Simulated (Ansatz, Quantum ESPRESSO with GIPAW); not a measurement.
# NaF (Villiaumite): NMR parameters from first principles

Wanted: NMR shieldings for each site of NaF (Villiaumite).

Solid-state NMR of this phase has given these values. 19F isotropic shift -224.2 ppm, in “NMR parameters in alkali, alkaline earth and rare earth fluorides from first principle calculations” (2011; arXiv:1105.1645). 19F isotropic shift -221 ppm, in “Calculation of NMR parameters in ionic solids by an improved self-consistent embedded cluster method” (Weber et al., Phys. Chem. Chem. Phys. 12, 583, 2010), quoting earlier work. Shifts are on the scales named with the reference lines below. The 23Na shift is 7.2 ppm against aqueous Na+, in “Influence of octahedral polymerization on 23Na and 27Al MAS NMR in alkali fluoroaluminates” (Dirken et al., American Mineralogist 77, 718, 1992).

Calculated with Quantum ESPRESSO with GIPAW 8.0dev (patched build); DFT, PBE, plane-wave PAW (pslibrary 1.0.0 recipes), scalar-relativistic, GIPAW; a patched development version of the program.

## Step 1: The starting structure

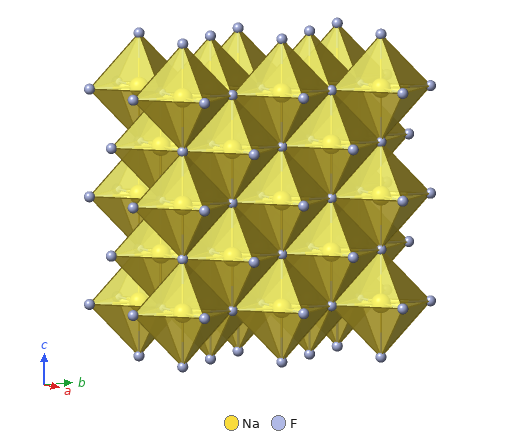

Start, viewed slightly off an axis; sodium yellow, fluorine light blue. 1×2×2 cells are drawn. This picture shows the conventional cell, with its axes. Some periodic images of atoms are drawn too.

The cell is an entry of the Crystallography Open Database.

## Step 2: Ground state

The shielding is a linear response of the occupied states, which this run provides. It is converged far beyond what an energy needs, since the response uses the wavefunctions themselves. No empty states are asked for: the response is solved without them. The mesh has a spacing of 0.40 Å⁻¹ at most. The PAW files were made with ld1.x from the pslibrary 1.0.0 recipes, with GIPAW reconstruction switched on (the recipe of F slightly mended, as the packaged one fails to give a sound file).

scf.in

```
&control
  calculation = 'scf'
  prefix = 'x'
  outdir = './tmp/'
  pseudo_dir = './'
/
&system
  ibrav = 0
  nat = 2
  ntyp = 2
  ecutwfc = 75
  ecutrho = 450
  nbnd = 8
/
&electrons
  conv_thr = 1.0d-10
  mixing_beta = 0.7
  electron_maxstep = 100
/
ATOMIC_SPECIES
  Na 22.990 Na.pbe-spn-kjpaw_psl.1.0.0-gipaw.UPF
  F 18.998 F.pbe-n-kjpaw_psl.1.0.0-gipaw.UPF
CELL_PARAMETERS angstrom
  0.00000000 2.32000000 2.32000000
  2.32000000 0.00000000 2.32000000
  2.32000000 2.32000000 0.00000000
ATOMIC_POSITIONS crystal
  Na 0.00000000 0.00000000 0.00000000
  F 0.50000000 0.50000000 0.50000000
K_POINTS automatic
  6 6 6 0 0 0
```

The run is started by

```bash
$ mpirun -np 4 pw.x -nk 4 -in scf.in > scf.out
```

Log:

```text
using ibrav=0 with symmetry is DISCOURAGED, use correct ibrav instead

     bravais-lattice index     =            0
     lattice parameter (alat)  =       6.2001  a.u.
     unit-cell volume          =     168.5352 (a.u.)^3
     number of atoms/cell      =            2
     number of atomic types    =            2
     number of electrons       =        16.00
     number of Kohn-Sham states=            8
     kinetic-energy cutoff     =      75.0000  Ry
     charge density cutoff     =     450.0000  Ry
     scf convergence threshold =      1.0E-10
     mixing beta               =       0.7000
     number of iterations used =            8  plain     mixing
     Exchange-correlation= SLA-PW-PBX-PBC
                           (   1   4   3   4   0   0   0)
[...]
Na                9.00    22.99000     Na( 1.00)
     F                 7.00    18.99800     F ( 1.00)

     48 Sym. Ops., with inversion, found
[...]
number of k points=    16
[...]
Dense  grid:    27317 G-vectors     FFT dimensions: (  45,  45,  45)

     Smooth grid:    14841 G-vectors     FFT dimensions: (  36,  36,  36)

     Initial potential from superposition of free atoms

     starting charge      15.9937, renormalised to      16.0000
     Starting wfcs are    9 randomized atomic wfcs

     Self-consistent Calculation

     iteration #  1     ecut=    75.00 Ry     beta= 0.70
     Davidson diagonalization with overlap
     ethr =  1.00E-02,  avg # of iterations =  1.0

     total energy              =    -168.70594619 Ry
     estimated scf accuracy    <       0.26706890 Ry

     iteration #  2     ecut=    75.00 Ry     beta= 0.70
     Davidson diagonalization with overlap
     ethr =  1.67E-03,  avg # of iterations =  3.7

     total energy              =    -168.79673363 Ry
     estimated scf accuracy    <       0.33535446 Ry

     iteration #  3     ecut=    75.00 Ry     beta= 0.70
     Davidson diagonalization with overlap
     ethr =  1.67E-03,  avg # of iterations =  2.0

     total energy              =    -168.85352085 Ry
     estimated scf accuracy    <       0.00274702 Ry

[...]
total energy              =    -168.85676408 Ry
[...]
iteration # 14     ecut=    75.00 Ry     beta= 0.70
     Davidson diagonalization with overlap
     ethr =  1.35E-11,  avg # of iterations =  2.1

     total energy              =    -168.85676408 Ry
     estimated scf accuracy    <          1.2E-09 Ry

     iteration # 15     ecut=    75.00 Ry     beta= 0.70
     Davidson diagonalization with overlap
     ethr =  7.72E-12,  avg # of iterations =  2.2

     End of self-consistent calculation
     [one-electron energies left out]

!    total energy              =    -168.85676408 Ry
     total all-electron energy =      -524.887916 Ry
     estimated scf accuracy    <          3.1E-11 Ry

     The total energy is the sum of the following terms:
     one-electron contribution =     -86.19687910 Ry
     hartree contribution      =      51.80156038 Ry
     xc contribution           =     -24.49091664 Ry
     ewald contribution        =     -83.63490864 Ry
     one-center paw contrib.   =     -26.33562008 Ry

     convergence has been achieved in  15 iterations
[...]
JOB DONE.
```

Run time: 3 s. Hardware: 4 MPI ranks of AMD EPYC 9R45, shared host; peak memory 0.28 GiB; 11 s of CPU time.

It converged in 15 cycles to an estimated accuracy of 3e-11 Ry, on 16 irreducible k-points.

## Step 3: Shieldings

A uniform field breaks periodicity, so gipaw.x applies it as a wave of small q and takes the limit. It solves for the first-order states, builds the induced current and gets the field at each nucleus by Biot–Savart; the PAW spheres add what the smooth waves miss near the nuclei. pawproj makes the reconstruction use the PAW data sets' own projectors.

nmr.in

```
&inputgipaw
  job = 'nmr'
  prefix = 'x'
  tmp_dir = './tmp/'
  restart_mode = 'from_scratch'
  verbosity = 'low'
  q_gipaw = 0.01
  spline_ps = .true.
  conv_threshold = 1.0d-14
  use_nmr_macroscopic_shape = .false.
  pawproj(1) = .true.
  pawproj(2) = .true.
/
```

The run is started by

```bash
$ mpirun -np 4 gipaw.x -in nmr.in > nmr.out
```

Log:

```text
[banner, memory and clock lines left out]
[a note of our patched build left out]

     Parallelizing q-star over 1 images

     IMPORTANT: XC functional enforced from input :
     Exchange-correlation= PBE
                           (   1   4   3   4   0   0   0)
     Any further DFT definition will be discarded
     Please, verify this is what you really want

[...]
alpha_pv=     94.2177 eV

     spline_ps is .false., expect some extrapolation errors

     q-space interpolation up to    90.00 Rydberg

     GIPAW job: nmr
     NMR macroscopic correction: no
[...]
Computing the magnetic susceptibility     isolve=0    ethr=  0.1000E-13
     Starting from scratch
     k-point #    1 of    16      pool #  1    cpu time:       0.5
[...]
End of magnetic susceptibility calculation

     f-sum rule (1st term):
           -11.9790         -0.0000         -0.0000
            -0.0000        -11.9790         -0.0000
            -0.0000         -0.0000        -11.9790

     f-sum rule (2nd term):
            -0.7604         -0.0000          0.0000
            -0.0000         -0.7604         -0.0000
            -0.0000         -0.0000         -0.7604

     f-sum rule (should be   -12.7375):
           -12.7394         -0.0000         -0.0000
            -0.0000        -12.7394         -0.0000
            -0.0000         -0.0000        -12.7394

[... susceptibilities left out ...]
     Contributions to the NMR chemical shifts: -------------------------------

     Macroscopic shape contribution in ppm:                    0.00
             0.0000          0.0000          0.0000
             0.0000          0.0000          0.0000
             0.0000          0.0000          0.0000

     Core contribution in ppm:

     Atom  1  Na  pos: (  0.000000  0.000000  0.000000)  core sigma:         377.27
     Atom  2  F   pos: (  0.707107  0.707107  0.707107)  core sigma:         306.42

     Bare contribution in ppm:

     Atom  1  Na  pos: (  0.000000  0.000000  0.000000)  bare sigma:         124.66
[...]
Atom  2  F   pos: (  0.707107  0.707107  0.707107)  bare sigma:         107.65
[...]
Diamagnetic contribution in ppm:

     Atom  1  Na  pos: (  0.000000  0.000000  0.000000)  dia sigma:         108.46
[...]
Atom  2  F   pos: (  0.707107  0.707107  0.707107)  dia sigma:          43.13
[...]
Paramagnetic contribution in ppm:

     Atom  1  Na  pos: (  0.000000  0.000000  0.000000)  para sigma:         598.19
[...]
Atom  2  F   pos: (  0.707107  0.707107  0.707107)  para sigma:         239.23
[...]
Paramagnetic US occ-occ contribution in ppm:

     Atom  1  Na  pos: (  0.000000  0.000000  0.000000)  para_oo sigma:          -2.74
[...]
Atom  2  F   pos: (  0.707107  0.707107  0.707107)  para_oo sigma:          -1.02
[...]
Paramagnetic US L_R Q_R contribution in ppm:

     Atom  1  Na  pos: (  0.000000  0.000000  0.000000)  para_lq sigma:        -669.74
[...]
Atom  2  F   pos: (  0.707107  0.707107  0.707107)  para_lq sigma:        -309.30
[...]
Total NMR chemical shifts in ppm: ---------------------------------------
     (adopting the Simpson convention for anisotropy and asymmetry)-----------

     Atom  1  Na  pos: (  0.000000  0.000000  0.000000)  Total sigma:         536.10
           536.0988         -0.0000          0.0000
            -0.0000        536.0988         -0.0000
             0.0000         -0.0000        536.0988

     Na      1    anisotropy:      0.00    eta:    0.0000
[...]
Atom  2  F   pos: (  0.707107  0.707107  0.707107)  Total sigma:         386.10
           386.0980          0.0000         -0.0000
             0.0000        386.0980         -0.0000
            -0.0000         -0.0000        386.0980

     F       2    anisotropy:     -0.00    eta:    0.0000
[...]
```

Elapsed: 18 s, on 4 MPI ranks; peak memory 0.25 GiB.

The f-sum rule is met to 0.0019 of 12.7 (0.01 %). Converged shieldings require that this miss be small, but a small miss does not prove them.

From the symmetric part of each tensor, with principal values σ11 ≤ σ22 ≤ σ33: σ_iso is their mean, the span is σ33 − σ11 and the skew 3(σ_iso − σ22)/span. (gipaw.x prints an anisotropy in another convention.)

```tsv
site	atom no.	atoms in cell	σ_iso (ppm)	span (ppm)	skew
Na	1	1	536.1	0.0	-
F	2	1	386.1	0.0	-
```

The macroscopic shape term is switched off. For a spherical sample the valence susceptibility of this run would add about 7 ppm to every site, a rough estimate, since the susceptibility converges slowly and lacks part of the PAW terms. Differences within the crystal don't depend on it, but shieldings of different compounds can't be compared to better than a few ppm without it.

Na and F sit on cubic site symmetry, where the tensor must be isotropic.

The quadrupolar nuclei (23Na) sit on sites where the field gradient vanishes by symmetry, so they have no quadrupolar coupling.

## Step 4: From shieldings to shifts

A shielding is counted from the bare nucleus and a shift from a reference compound, with the opposite sign. A fitted line does better than one reference, as its slope takes up part of the functional's error.

To turn shieldings into shifts, lines fitted to measured solids are used. 19F: δ = (116.8 − σ) / 1.164, zero at CFCl3, fitted to 6 measured values, from BaF2, CdF2, KF, LiF, MgF2 and ZnF2, with a scatter of 6.6 ppm r.m.s. (this compound left out) (CaF2 fall off this line, as semilocal functionals put their cations' empty d or f shells too low, and are left out), on σ without the shape term. Kinds of site that fitted badly were split off after the misses were seen, so the scatter is that of the points kept.

Covalently bonded atoms count as neighbours within 1.18 times the sum of their radii. Otherwise a cation's neighbours lie within 1.2 times its shortest bond (1.3 for large cations, each anion's radius taken off where they differ), and an anion's are the cations that count it.

```tsv
site	atom no.	atoms in cell	surroundings	bonds (Å)	δ_iso (ppm)
Na	1	1	NaF6	2.320	-
F	2	1	bound to Na6	2.320	-231.3
```

Simulated spectrum, 19F MAS at 62.5 kHz, 16.4 T (657.3 MHz), lines broadened by 2 ppm; rigid lattice, with dipolar and J couplings left out: a single narrow line at -231.3 ppm.

## Step 5: Cost against result

Each row names what was changed: another mesh tests the sampling of the zone; another functional shows how far the paramagnetic term hangs on the exchange-correlation form; another cutoff tests the basis.

Changes of σ_iso (ppm) against the run above (PBE, cutoffs 75 and 450 Ry, mesh 6×6×6, 80 s). Times are CPU times of pw.x and gipaw.x together, on 4 MPI ranks of AMD EPYC 9R45, shared host; on a shared host they are rough.

```tsv
run	CPU time	f-sum miss	Na	F
mesh 8×8×8	2.2 min	0.0019	+0.0	+0.1
LDA	79 s	0.0019	-10.1	-14.2
cutoffs 55 and 330 Ry (coarse on purpose)	55 s	0.013	-2.6	+0.5
mesh 4×4×4 (coarse on purpose)	47 s	0.0058	-0.6	-4.3
Wu-Cohen	86 s	0.0018	-1.2	-2.8
cutoffs 90 and 540 Ry	98 s	2.0e-4	+1.5	-0.2
```

The largest move is -14.2 ppm, on F, from LDA.

## Step 6: A bad input

For contrast, the same job on a spoilt input.

Changes to nmr.in since step 3:

```diff
@@ -6,3 +6,3 @@
   verbosity = 'low'
-  q_gipaw = 0.01
+  q_gipaw = 0.2
   spline_ps = .true.
```

Log:

```text
[banner, memory and clock lines left out]
[a note of our patched build left out]

     Parallelizing q-star over 1 images

     IMPORTANT: XC functional enforced from input :
     Exchange-correlation= PBE
                           (   1   4   3   4   0   0   0)
     Any further DFT definition will be discarded
     Please, verify this is what you really want

[...]
alpha_pv=     94.2177 eV

     spline_ps is .false., expect some extrapolation errors

     q-space interpolation up to    90.00 Rydberg

     GIPAW job: nmr
     NMR macroscopic correction: no
[...]
Computing the magnetic susceptibility     isolve=0    ethr=  0.1000E-13
     Starting from scratch
     k-point #    1 of    16      pool #  1    cpu time:       0.5
     ATTENTION: ik=   1  ibnd=  2  eigenvalues differ too much!
       -18.4331    -18.6902
     ATTENTION: ik=   1  ibnd=  5  eigenvalues differ too much!
       -18.2532    -17.9571
     ATTENTION: ik=   1  ibnd=  6  eigenvalues differ too much!
         0.7214      0.3141
[...]
Paramagnetic contribution in ppm:

     Atom  1  Na  pos: (  0.000000  0.000000  0.000000)  para sigma:         597.54
[...]
Atom  2  F   pos: (  0.707107  0.707107  0.707107)  para sigma:         230.78
[...]
Paramagnetic US occ-occ contribution in ppm:

     Atom  1  Na  pos: (  0.000000  0.000000  0.000000)  para_oo sigma:          -2.64
[...]
Atom  2  F   pos: (  0.707107  0.707107  0.707107)  para_oo sigma:          -0.89
[...]
Paramagnetic US L_R Q_R contribution in ppm:

     Atom  1  Na  pos: (  0.000000  0.000000  0.000000)  para_lq sigma:        -669.74
[...]
Atom  2  F   pos: (  0.707107  0.707107  0.707107)  para_lq sigma:        -309.30
[...]
Total NMR chemical shifts in ppm: ---------------------------------------
     (adopting the Simpson convention for anisotropy and asymmetry)-----------

     Atom  1  Na  pos: (  0.000000  0.000000  0.000000)  Total sigma:         535.15
[...]
Na      1    anisotropy:     -0.00    eta:    0.0000
[...]
Atom  2  F   pos: (  0.707107  0.707107  0.707107)  Total sigma:         375.07
[...]
F       2    anisotropy:     -0.00    eta:    0.0000
[...]
```

The job ended after 18 s (4 MPI ranks; peak memory 0.26 GiB).

The run ends without an error, but the fault (a field wave vector far too long) moves σ_iso of F by -11.0 ppm (both without the shape term); the f-sum rule is missed by 0.0044 electrons. Its numbers are not to be used. The field is then no longer uniform over the cell, and the limit q → 0 is not reached.

## Step 7: Comparison with the measured values

```tsv
quantity	site	measured	calculated	difference
19F isotropic shift (ppm)	F	-224.2	-231.3	-7.1
19F isotropic shift (ppm)	F	-221	-231.3	-10.3
```

Without a fitted line the measured shift still tests the calculation: for an exact theory σ + δ is one number for all compounds of a nucleus, up to the shape term, which is left out of σ and differs by some ppm between compounds.

```tsv
nucleus, site	σ_iso (ppm)	measured δ (ppm)	σ + δ (ppm)	σ + δ of other compounds, same level
23Na, Na	536.1	7.2	543.3	NaCl 545.4, NaI 538.5
```

## Step 8: Outcome

```yaml
19f_shift: -231.3 ppm
23na_shielding_without_shape_term: 536.1 ppm
```

**Reading.** 19F has one site (bound to Na6), with isotropic shift -231.3 ppm. For 23Na, σ + δ is 543.3 ppm here and 542.0 ppm on average over 2 other sites: with that reference and slope one the shift would be off by -1.3 ppm. Verdict on the shifts: 19F good, missed by 10.3 ppm at most, 1.6 times the scatter of its line. Going to mesh 8×8×8 changes no isotropic shielding by more than 0.13 ppm, so the main run is converged in that respect. Going to cutoffs 90 and 540 Ry changes no isotropic shielding by more than 1.5 ppm, a first measure of the error left in that respect. The cheaper run with cutoffs 55 and 330 Ry takes about 70 % of the time and is off by 0.51 ppm on F, and by 2.6 ppm at most. The largest change with the functional is 14.2 ppm in absolute shielding; part of that drops out once each functional has its own reference line. This build of gipaw.x prints that it is not audited and that its numbers are no references by themselves. It also reports spline_ps as false although the input sets it; why was not traced.

[Banner, clock, file and message-heading lines were taken out of the pw.x and gipaw.x logs.]

[Logs are printed without paths, hosts, clocks, repeated set-up lines and the standing remarks that a program may print on its own settings, such as how far it seeks lower states.]

[Hosts, paths, dates, database ids (printed as entryN), source tags and the programs' standing remarks are cut or masked in the printed files.]

[Where no reference line passes its bar on scatter, no shift is given, so a measured shift of this compound may stand uncompared.]
